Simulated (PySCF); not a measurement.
**SbSI3: structure of the singlet**

The task is one start of a wider search on SbSI3: the singlet, from a B3LYP minimum start. It is relaxed, tested by its Hessian and followed downhill if it is a saddle.

Method: B3LYP, basis Sb def2-SVP with ECP28, S def2-SVP, I def2-SVP with ECP28, scalar-relativistic core potentials, no spin–orbit coupling, density fitting; program: PySCF 2.14.0.

## Step 1: The system as given

5 atoms, charge 0, spin multiplicity 1.

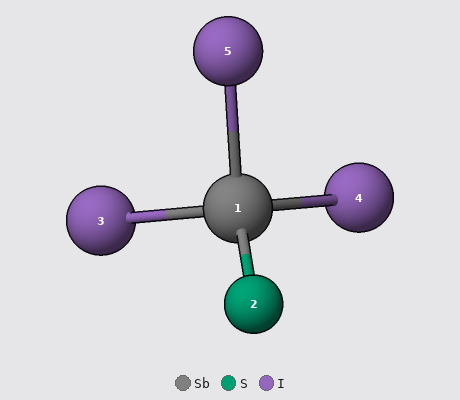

As it starts; antimony grey, sulfur teal, iodine purple; atoms are numbered from 1 in the order of the file.

Z-matrix (Å, degrees; charge 0 multiplicity 1):
```
Sb
S  1 2.2411
I  1 2.7577 2 116.06
I  1 2.7577 2 116.06 3 -120.00
I  1 2.7577 2 116.06 3 120.00
```

## Step 2: The SCF at the typed geometry

One driver script runs all steps and calls PySCF; scf.py shows how it sets up the SCF of each step. The optimiser is the driver's own. After this first run the driver tries any further starts and a stability analysis.

Contents of scf.py:

```python
from pyscf import gto, scf, dft
mol = gto.M(atom='''
Sb    -0.000000    -0.595850    -0.421497
S     -0.000000    -2.425476    -1.715751
I      2.145488    -0.322292     1.289304
I     -2.145488    -0.322292     1.289304
I     -0.000000     1.823763    -1.744473''',
    basis={'Sb': 'def2-SVP', 'S': 'def2-SVP', 'I': 'def2-SVP'},
    ecp={'Sb': 'def2-SVP', 'I': 'def2-SVP'},
    charge=0, spin=0)
mf = dft.RKS(mol, xc='B3LYP')
mf.grids.atom_grid = (50, 194)
aux = {'Sb': 'def2-universal-JKFIT', 'S': 'def2-universal-JKFIT', 'I': 'def2-universal-JKFIT'}
mf = mf.density_fit(auxbasis=aux)
mf.conv_tol = 1e-08
mf.diis_space = 10
mf.max_cycle = 60
mf.init_guess = 'huckel'
mf.verbose = 4
mf.kernel()
```

On the command line:

```console
OMP_NUM_THREADS=4 python axn.py task.json out
```

Log:

```text
init E= -1531.09514541699
  HOMO = -0.334854127536893  LUMO = -0.301198497117709  gap/eV = 0.91582
cycle= 1 E= -1528.48384971276  delta_E= 2.61  |g|=  3.1  |ddm|= 6.13
  HOMO = -0.0432102590117051  LUMO = 0.0643978291019351  gap/eV = 2.92817
cycle= 2 E= -1524.84268480871  delta_E= 3.64  |g|=  4.5  |ddm|= 8.37
  HOMO = -0.248880357607013  LUMO = -0.14971706971756  gap/eV = 2.69837
cycle= 3 E= -1531.62639077079  delta_E= -6.78  |g|= 0.773  |ddm|= 5.16
  HOMO = -0.182603907469937  LUMO = -0.163108585283768  gap/eV = 0.53049
cycle= 4 E= -1531.58741242128  delta_E= 0.039  |g|= 0.837  |ddm|= 2.52
  HOMO = -0.274501973668438  LUMO = -0.17733721349169  gap/eV = 2.64399
cycle= 5 E= -1531.87366823757  delta_E= -0.286  |g|= 0.151  |ddm|= 1.74
  HOMO = -0.263348138865181  LUMO = -0.17598549727272  gap/eV = 2.37726
cycle= 6 E= -1531.88336918523  delta_E= -0.0097  |g|= 0.0471  |ddm|= 0.353
  HOMO = -0.26376405789969  LUMO = -0.173628526427407  gap/eV = 2.45271
cycle= 7 E= -1531.88404527835  delta_E= -0.000676  |g|= 0.0112  |ddm|= 0.0735
  HOMO = -0.265049397159042  LUMO = -0.174476742029213  gap/eV = 2.46461
cycle= 8 E= -1531.88408846166  delta_E= -4.32e-05  |g|= 0.00333  |ddm|= 0.0164
  HOMO = -0.265023605462764  LUMO = -0.174521837937242  gap/eV = 2.46268
cycle= 9 E= -1531.88409222104  delta_E= -3.76e-06  |g|= 0.001  |ddm|= 0.00465
  HOMO = -0.264932980278978  LUMO = -0.174524129505329  gap/eV = 2.46015
cycle= 10 E= -1531.88409258357  delta_E= -3.63e-07  |g|= 0.000258  |ddm|= 0.00121
  HOMO = -0.264904907844897  LUMO = -0.174528009800653  gap/eV = 2.45928
cycle= 11 E= -1531.8840926159  delta_E= -3.23e-08  |g|= 1.28e-05  |ddm|= 0.000544
  HOMO = -0.264904596501517  LUMO = -0.174527520916193  gap/eV = 2.45929
cycle= 12 E= -1531.88409261592  delta_E= -2.05e-11  |g|= 1.1e-05  |ddm|= 4.21e-05
  HOMO = -0.26490696599377  LUMO = -0.174527224545741  gap/eV = 2.45936
Extra cycle  E= -1531.88409261579  delta_E= 1.36e-10  |g|= 2.09e-05  |ddm|= 6.27e-05
converged SCF energy = -1531.88409261579
```

This step, with its further starts and checks, ran for 11 s (4 threads of Arm Neoverse N1, shared host).

The test of internal stability found no lower closed-shell solution.

## Step 3: Relaxation: B3LYP minimum start, singlet

The program finds C3v symmetry in the start, which this walk keeps. Threshold on the gradient: 0.0003 Eh/bohr, with a further test on the energy change.

Edit scf.py of step 2 so:

```diff
@@ -3,5 +3,5 @@
-Sb    -0.000000    -0.595850    -0.421497
-S     -0.000000    -2.425476    -1.715751
-I      2.145488    -0.322292     1.289304
-I     -2.145488    -0.322292     1.289304
-I     -0.000000     1.823763    -1.744473''',
+Sb    -0.000000    -0.595953    -0.421570
+S     -0.000000    -2.425579    -1.715824
+I      2.145488    -0.322395     1.289231
+I     -2.145488    -0.322395     1.289231
+I     -0.000000     1.823660    -1.744546''',
@@ -18 +17,0 @@
-mf.init_guess = 'huckel'
```

Steps of the walk:

| step | energy (Eh) | change (kJ/mol) | largest symmetric gradient (Eh/bohr) |
| --- | --- | --- | --- |
| 0 | -1531.884093 | 0.00 | 0.00015 |

The walk took 6.8 s.

After 0 steps and 0.0 kJ/mol it ends at C3v: Sb–I 2.758 Å (×3), Sb–S 2.241 Å; I–Sb–I 102.2° (×3), I–Sb–S 116.1° (×3).

## Step 4: Hessian and properties

On the finer grid the gradient is checked again; gradients at displacements of ±0.02 bohr then give force constants and infrared intensities.

Edit scf.py of step 3 so:

```diff
@@ -7 +7 @@
-I     -0.000000     1.823660    -1.744546''',
+I      0.000000     1.823660    -1.744546''',
@@ -12 +12 @@
-mf.grids.atom_grid = (50, 194)
+mf.grids.atom_grid = (75, 302)
@@ -15 +15 @@
-mf.conv_tol = 1e-08
+mf.conv_tol = 1e-10
```

This SCF starts from the last density.

SCF at the final geometry:

```text
init E= -1531.88399887021
  HOMO = -0.264909433802931  LUMO = -0.174539285922748  gap/eV = 2.45910
cycle= 1 E= -1531.88399887017  delta_E= 4e-11  |g|= 1.21e-05  |ddm|= 3.09e-05
  HOMO = -0.264906853475518  LUMO = -0.174538135846902  gap/eV = 2.45906
cycle= 2 E= -1531.88399887002  delta_E= 1.45e-10  |g|= 2.25e-05  |ddm|= 5.68e-05
  HOMO = -0.26490881092562  LUMO = -0.174538955788769  gap/eV = 2.45909
cycle= 3 E= -1531.88399887022  delta_E= -2.03e-10  |g|= 1.37e-06  |ddm|= 3.75e-05
  HOMO = -0.264908643330595  LUMO = -0.174538945605647  gap/eV = 2.45908
cycle= 4 E= -1531.88399887022  delta_E= 5.46e-12  |g|= 3.07e-07  |ddm|= 2.83e-06
  HOMO = -0.264908687389198  LUMO = -0.174538905502352  gap/eV = 2.45909
Extra cycle  E= -1531.88399887022  delta_E= -4.55e-12  |g|= 7.07e-07  |ddm|= 1.63e-06
converged SCF energy = -1531.88399887022
```

The whole step took 1.8 min.

Geometry: C3v; Sb–I 2.758 Å (×3), Sb–S 2.241 Å; I–Sb–I 102.2° (×3), I–Sb–S 116.1° (×3).

Harmonic modes (main isotopes):

| symmetry | ω (cm⁻¹) | IR (km/mol) | μ (u) |
| --- | --- | --- | --- |
| e | 51 | 0.0 | 104.30 |
| a1 | 76 | 0.3 | 104.36 |
| e | 98 | 2.8 | 42.25 |
| a1 | 166 | 5.5 | 97.56 |
| e | 196 | 78.7 | 116.98 |
| a1 | 462 | 35.0 | 38.31 |

All wavenumbers are real: a minimum.

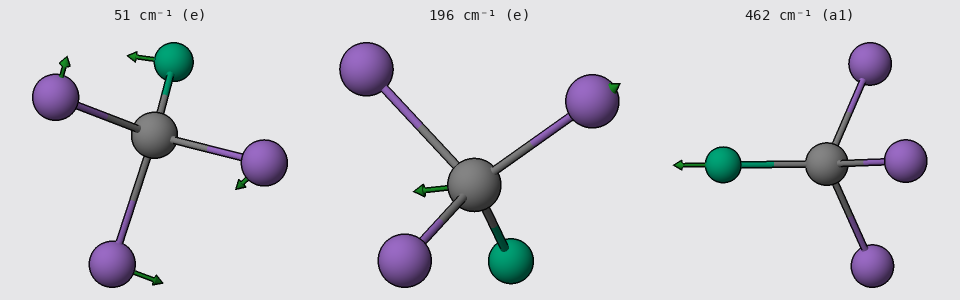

How the atoms move in 3 of the modes.

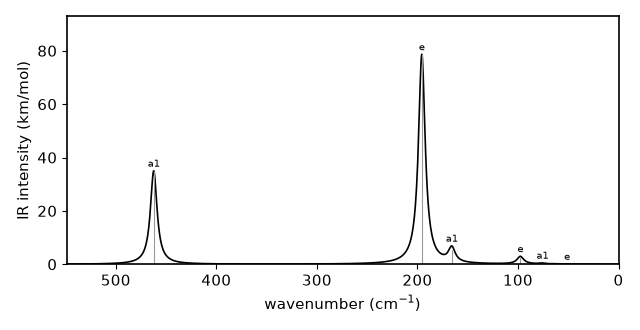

The harmonic infrared spectrum (widths in cm⁻¹). Lines are broadened to a width of 8 cm⁻¹ (Lorentzian).

Constants and moments:

```
Dipole moment                                                   : 1.72 D
Highest occupied level                                          : -7.21 eV
Lowest empty level                                              : -4.75 eV
Rotational constants                                            : 0.01052, 0.01052, 0.007215 cm⁻¹
Zero-point energy                                               : 8.3 kJ/mol
Principal polarisabilities                                      : 144.3, 157.1, 157.1 bohr³
Atomisation energy without zero-point energy                    : 775 kJ/mol
Principal traceless quadrupole moments about the centre of mass : -7.24, 3.62, 3.62 D Å
Entropy at 298.15 K and 1 bar                                   : 437.9 J/(mol K)
Heat capacity Cp at 298.15 K                                    : 103.3 J/(mol K)
Enthalpy at 298.15 K above 0 K                                  : 25.49 kJ/mol
Rotational symmetry number                                      : 3
```

Populations by atom (charges in e):

| atom | Mulliken | Löwdin | polar tensor | Mayer order to Sb1 |
| --- | --- | --- | --- | --- |
| Sb1 | 0.51 | 0.27 | 1.73 | – |
| S2 | -0.24 | -0.18 | -0.49 | 1.68 |
| I3,4,5 | -0.09 | -0.03 | -0.41 | 0.87 |

Mulliken populations on Sb1 (outside its core potential): s 3.57, p 8.56, d 10.36.

## Step 5: Stability of the closed shell

At the lowest minimum the closed shell is tested against spin polarisation, on the (50, 194) grid. It is stable.

## Step 6: Summary of results

| quantity | value |
| --- | --- |
| minimum | singlet, C3v |
| geometry | Sb–I 2.758 Å (×3), Sb–S 2.241 Å; I–Sb–I 102.2° (×3), I–Sb–S 116.1° (×3) |
| wavenumbers (cm⁻¹) | 51 (e), 76 (a1), 98 (e), 166 (a1), 196 (e), 462 (a1) |
| dipole moment | 1.72 D |
| highest occupied, lowest empty level | -7.21, -4.75 eV |
| polar-tensor charge of Sb1 | +1.73 e |
| zero-point energy | 8.3 kJ/mol |
| entropy at 298.15 K | 437.9 J/(mol K) |
| atomisation energy (no zero-point energy) | 775 kJ/mol |

What this shows: The molecule stays C3v, as typed, and the end point is a minimum. In the infrared the band at 196 cm⁻¹ (e, mixed) leads. Only this shape and spin were tried, so other structures or states may lie lower. Spin–orbit coupling is left out.

The search up to here ran for 2.3 min (4 threads of Arm Neoverse N1, shared host).
